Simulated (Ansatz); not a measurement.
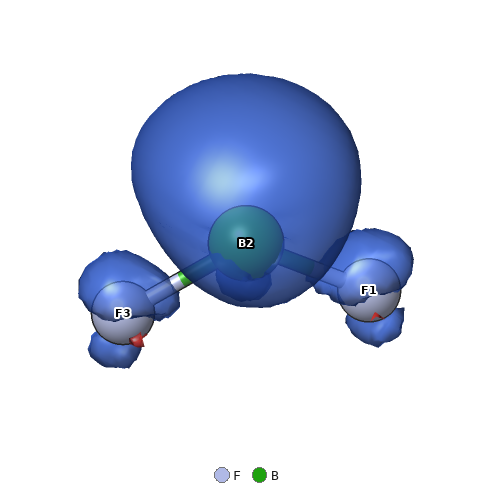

BF₂ (doublet). Isosurfaces of the spin density at +0.04 (blue) and −0.04 e/Å³ (red), seen at a tilt.

Geometry: PBE0-D4/def2-TZVP.

The calculation used isolated molecule in a Gaussian basis; Hartree-Fock (Ansatz 0.2.0).

**Where is the unpaired spin?**

The unpaired spin (1 electron) lies mostly on B2 (about 0.9), in electrons by Hirshfeld's partition.
